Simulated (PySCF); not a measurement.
NMR shielding calculation, with input and output: C5H9FSi

C5H9FSi, SMILES CCC1=C[C@@H](F)[SiH2]1, computed with GIAO PBE0/pcSseg-1 NMR shielding, non-relativistic, gas phase (PySCF 2.14.0).

The geometry comes from this level: GFN2-xTB. Figures and captions count atoms from 1; the log counts them from 0 in places.

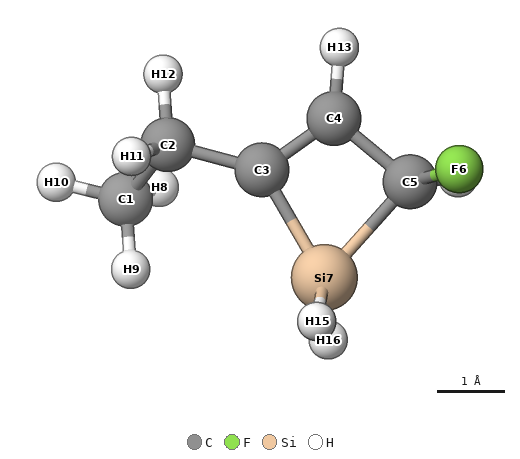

The structure (ball-and-stick view, seen at a tilt; atoms are numbered from 1 in the order of the input). Bond lengths as drawn: C–C 1.34 to 1.53 Å, C–F 1.39 Å, C–H 1.08 to 1.09 Å, C–Si 1.90 to 1.95 Å and H–Si 1.46 Å.

**The input**
```
{"job": {"kind": "nmr", "xc": "PBE0", "basis": "pcSseg-1"}, "charge": 0, "multiplicity": 1}
C      2.173944    -0.281615    -0.762003
C      1.330363    -0.600502     0.469476
C     -0.079814    -0.158316     0.281918
C     -1.218032    -0.840510     0.464883
C     -2.309402     0.102859     0.038119
F     -3.222080     0.387485     1.048504
Si    -0.932450     1.437430    -0.289833
H      1.793070    -0.813689    -1.630516
H      2.139280     0.785528    -0.970677
H      3.209596    -0.572874    -0.603463
H      1.751455    -0.075633     1.332561
H      1.360529    -1.672926     0.679277
H     -1.368613    -1.843077     0.833981
H     -2.913880    -0.268029    -0.795317
H     -0.955196     2.555497     0.645848
H     -0.766369     1.867318    -1.677024
```

The first line tells a small driver script what to run in PySCF; the rest is the geometry in Å.

Machine: 1 CPU thread, shared host.

Run as:
```bash
OMP_NUM_THREADS=1 python <driver script> task.json out
```

**What the program printed**
```
coarse grid: 13720 points
cycle   1  E = -584.6235673570  dE =  7.498e-01  |g| = 5.344e-01  |ddm| = 3.550e+00
cycle   2  E = -584.5958288900  dE =  2.774e-02  |g| = 6.972e-01  |ddm| = 9.808e-01
cycle   3  E = -584.6820108544  dE = -8.618e-02  |g| = 6.878e-02  |ddm| = 5.654e-01
cycle   4  E = -584.6826328046  dE = -6.220e-04  |g| = 3.704e-02  |ddm| = 8.020e-02
cycle   5  E = -584.6829482156  dE = -3.154e-04  |g| = 8.983e-03  |ddm| = 3.989e-02
cycle   6  E = -584.6829642381  dE = -1.602e-05  |g| = 4.404e-03  |ddm| = 1.224e-02
cycle   7  E = -584.6829689296  dE = -4.692e-06  |g| = 4.964e-04  |ddm| = 4.097e-03
final grid: 127920 points
cycle   8  E = -584.7313373132  dE = -3.146e-05  |g| = 7.984e-03  |ddm| = 2.677e-02
cycle   9  E = -584.7313263815  dE =  1.093e-05  |g| = 1.071e-02  |ddm| = 1.713e-02
cycle  10  E = -584.7313533147  dE = -2.693e-05  |g| = 1.176e-03  |ddm| = 9.801e-03
cycle  11  E = -584.7313535534  dE = -2.387e-07  |g| = 2.567e-04  |ddm| = 1.037e-03
cycle  12  E = -584.7313535650  dE = -1.157e-08  |g| = 1.134e-04  |ddm| = 3.195e-04
cycle  13  E = -584.7313535679  dE = -2.973e-09  |g| = 3.366e-05  |ddm| = 1.315e-04
cycle  14  E = -584.7313535682  dE = -2.581e-10  |g| = 4.849e-06  |ddm| = 3.134e-05
```

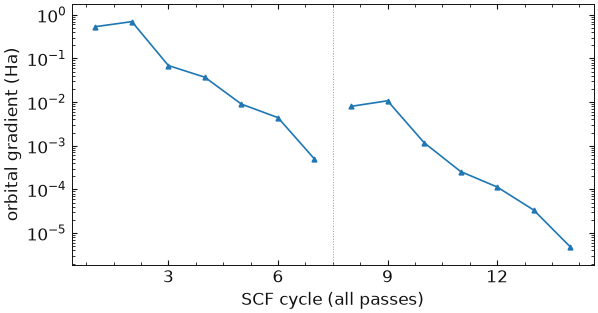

Convergence of the self-consistent field: orbital gradient against the SCF cycle. The dotted line marks the change from a coarse to the final integration grid. The first 7 cycles use a coarse grid, the final grid takes over at cycle 8, and the field converges after 14 cycles in all.

```
converged SCF energy = -584.7313535682

GIAO shielding tensors (ppm)
atom      isotropic    diamagn.    paramagn.     s11        s22        s33       span
  0 C      170.216     247.467     -77.251    160.992    165.425    184.231     23.239
  1 C      155.238     245.814     -90.576    142.198    153.537    169.978     27.780
  2 C       17.747     260.482    -242.734    -88.097      1.605    139.733    227.830
  3 C       30.700     255.423    -224.723    -73.436     38.726    126.811    200.247
  4 C       97.837     251.617    -153.780     55.855     79.725    157.930    102.074
  5 F      395.818     470.416     -74.598    353.342    391.780    442.331     88.989
  6 Si     388.802     880.362    -491.560    353.741    375.458    437.207     83.466
  7 H       30.925      30.142       0.783     27.318     28.910     36.546      9.228
  8 H       30.734      30.344       0.390     26.869     29.712     35.622      8.753
  9 H       30.403      27.995       2.408     26.093     27.624     37.490     11.396
 10 H       29.383      29.984      -0.600     25.398     28.126     34.626      9.228
 11 H       29.368      30.783      -1.414     25.239     28.915     33.951      8.711
 12 H       24.519      32.766      -8.247     22.808     24.159     26.589      3.780
 13 H       26.201      30.128      -3.927     22.525     26.484     29.593      7.068
 14 H       26.913      28.897      -1.984     24.378     25.002     31.358      6.980
 15 H       26.659      29.181      -2.522     23.672     25.271     31.033      7.361
```

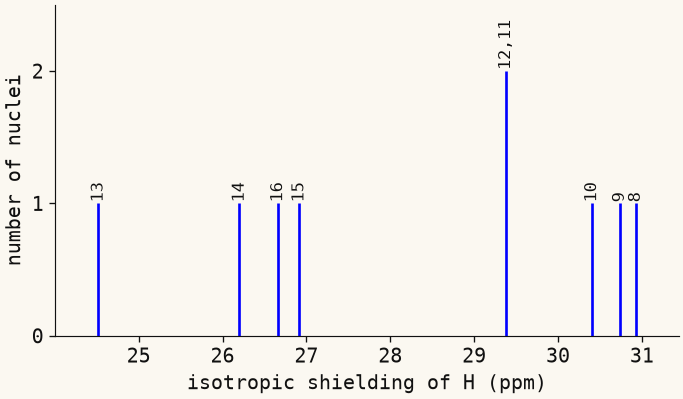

Isotropic shieldings of the hydrogen nuclei in this fixed geometry, labelled by atom number; shielding grows to the right, so chemical shift grows to the left. The least shielded is H13 (24.5 ppm), the most shielded H8 (30.9 ppm).

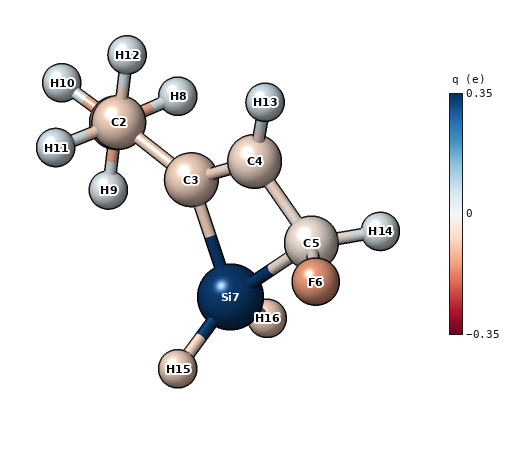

Hirshfeld charges, as the colour of each atom (ball-and-stick view, seen at a tilt; atoms are numbered from 1 in the order of the input). By element: C −0.12 to −0.03, F −0.14, Si +0.33 and H −0.07 to +0.05 e.

**Summary**

| quantity | value |
| --- | --- |
| outcome | converged |
| total energy | −584.731354 hartree |
| HOMO | −7.57 eV |
| LUMO | −0.27 eV |
| dipole moment | 2.38 D |
| isotropic shielding, C | 17.7 to 170.2 ppm |
| isotropic shielding, F | 395.8 ppm |
| isotropic shielding, Si | 388.8 ppm |
| isotropic shielding, H | 24.5 to 30.9 ppm |
| wall time | 39 s |
| peak memory | 0.77 GiB |
